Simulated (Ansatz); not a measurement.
# GeH3F (fluorogermane): FCI/STO-3G

What is the electronic atomisation energy of GeH3F (fluorogermane) at FCI/STO-3G? 

The results are computed with Ansatz 0.2.0.

59 further runs of the same task are left out: 11 that didn't finish, 48 set aside as unsound or not needed.

**1. The molecule**

GeH3F has 5 atoms, charge 0, and is taken as a singlet. SMILES: `[F][GeH3]`. The coordinates come from a PBE0-D4/def2-TZVP relaxation.

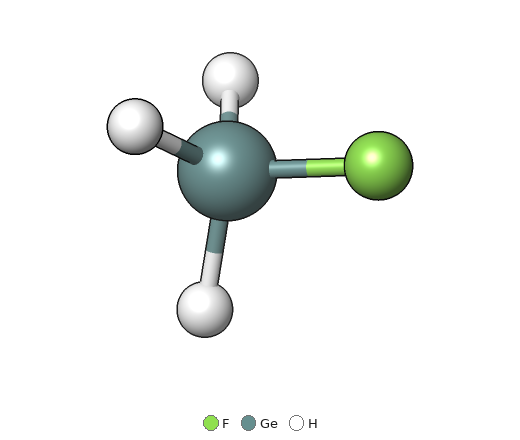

Viewed from a chosen angle; fluorine green, germanium teal, hydrogen white.

**2. The energy at FCI/STO-3G**

Contents of in.yaml:

```yaml
crystal:
  periodic: [false, false, false]
  atoms:
    - {symbol: F, position_ang: [-1.046500, 0.474300, 1.162200]}
    - {symbol: Ge, position_ang: [0.068200, -0.041600, -0.072800]}
    - {symbol: H, position_ang: [1.331000, -0.512000, 0.658600]}
    - {symbol: H, position_ang: [-0.627800, -1.178000, -0.831200]}
    - {symbol: H, position_ang: [0.325100, 1.183600, -0.958100]}
basis:
  gaussian:
    orbitals: STO-3G
accuracy: high
correlation:
  method: fci
  frozen_orbitals: {F: 1, Ge: 9, H: 0}
```

On the command line:

```bash
$ ansatz run in.yaml --threads 1 --pin off --max-ram 2610MiB --events-out events.jsonl --progress --plain --runs-dir runs
```

The log of the run:

```text
Warning: RAYON_NUM_THREADS=1 ignored (pool sized by the plan → 1); use --threads N
Functional definition: HF
  name "HF"
  exchange = exact_x
  correlation = 0
388 factors; integrals over basis functions are off by at most 2.2e-8 eV
mean field evaluation 1: about -58544.7809 eV, gradient 1.6e1 eV
mean field evaluation 2: about -58544.8117 eV, gradient 1.6e1 eV
mean field evaluation 4: about -58546.2913 eV, gradient 1.3e0 eV
mean field evaluation 8: about -58546.3025 eV, gradient 4.6e-6 eV
mean field -58546.30249440 eV, -2151.5369325600 hartree, gradient 6.0e-8 eV, S^2 0.000000; 0 other end points of the search recorded, 0 dependent functions left out
10 core orbitals not correlated: weight in the atoms' cores, before any rotation towards them, 1.000 or more for the frozen orbitals, at most 0.000 for the correlated occupied ones
reference -58546.30249440 eV, -2151.5369325600 hartree; 12, 12 occupied and 4, 4 virtual orbitals, 388 factors
state -58548.50634326 eV, -2151.6179225117 hartree
Total energy: -58548.50634326 eV, -2151.6179225117 hartree
```

Run time: 12 s. Hardware: 1 thread of Arm Neoverse V1, shared host; peak memory 0.31 GiB.

**3. The F atom at the same level**

Contents of in.yaml:

```yaml
crystal:
  periodic: [false, false, false]
  atoms:
    - {symbol: F, position_ang: [0.000000, 0.000000, 0.000000]}
basis:
  gaussian:
    orbitals: STO-3G
magnetization:
  spin_polarized: true
  initial_magnetization: 1
accuracy: high
correlation:
  method: fci
  frozen_orbitals: {F: 1}
```

Run the same way, it converges to -97.98651 Eh (log not shown).

**4. The Ge atom at the same level**

Contents of molecule.yaml:

```yaml
crystal:
  periodic: [false, false, false]
  atoms:
    - {symbol: Ge, position_ang: [0.000000, 0.000000, 0.000000]}
basis:
  gaussian: {orbitals: STO-3G}
magnetization: {spin_polarized: true, initial_magnetization: 2}
accuracy: high
correlation: {method: fci, frozen_orbitals: {Ge: 9}}
```

Run the same way, it converges to -2051.64970 Eh (log not shown).

**5. The H atom: a single-point energy at UHF/STO-3G**

Contents of in.yaml:

```yaml
basis:
  gaussian: {orbitals: STO-3G}
crystal:
  periodic: [false, false, false]
  atoms:
    - {symbol: H, position_ang: [0.000000, 0.000000, 0.000000]}
magnetization: {spin_polarized: true, initial_magnetization: 1}
hamiltonian: {xc: hf}
accuracy: high
```

Run the same way, it converges to -0.46658 Eh (log not shown).

**6. Outcome**

At FCI/STO-3G, 10 core orbitals frozen:

```
                                              quantity           value
                                molecule: total energy  -2151.61792 Eh
molecule: correlation energy (10 core orbitals frozen)       -81.0 mEh
                                  F atom: total energy    -97.98651 Eh
    F atom: correlation energy (1 core orbital frozen)         0.0 mEh
                                 Ge atom: total energy  -2051.64970 Eh
  Ge atom: correlation energy (9 core orbitals frozen)       -13.4 mEh
                                  H atom: total energy     -0.46658 Eh
                                          H atom: ⟨S²⟩           0.750
                         electronic atomisation energy       15.836 eV
```

In words: Taking the molecule apart into free atoms costs 15.84 eV (365 kcal/mol), before zero-point energy and without spin-orbit coupling. In a minimal basis such a difference can be off by several eV, whatever the method.
